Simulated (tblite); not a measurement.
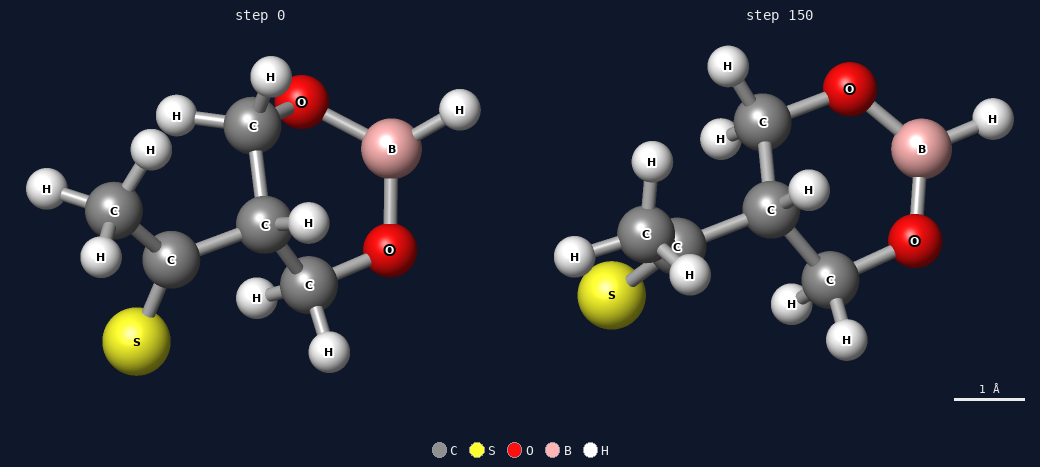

The structure of C5H9BO2S before (left) and after (right) a relaxation, at one scale.

A ball-and-stick model, seen at a tilt.

Computed with GFN2-xTB geometry optimisation, gas phase (tblite 0.8.0). 

Summarise the run.

Answer. After 150 geometry steps the energy has fallen by 289.0 kJ/mol. An H atom moves most after the best rigid fit: 1.94 Å. By element the largest moves are H 1.94 Å, S 1.07 Å, O 0.55 Å, C 0.51 Å, B 0.19 Å. Among the contacts that change: C–S 2.738 → 3.161 Å, C–S 1.422 → 1.625 Å, B–O 1.463 → 1.350 Å, C–C 1.491 → 1.539 Å. Bond angles that change, for instance: B–O–C 108.2° → 119.9°, C–O–B 111.5° → 120.2°, C–C–C 114.0° → 106.9°. Groups turn about B–O by about 75°, C–C by about 65°, C–O by about 65°. The run took 2 s on 1 thread of Intel(R) Xeon(R) Processor @ 2.70GHz, on a shared host.
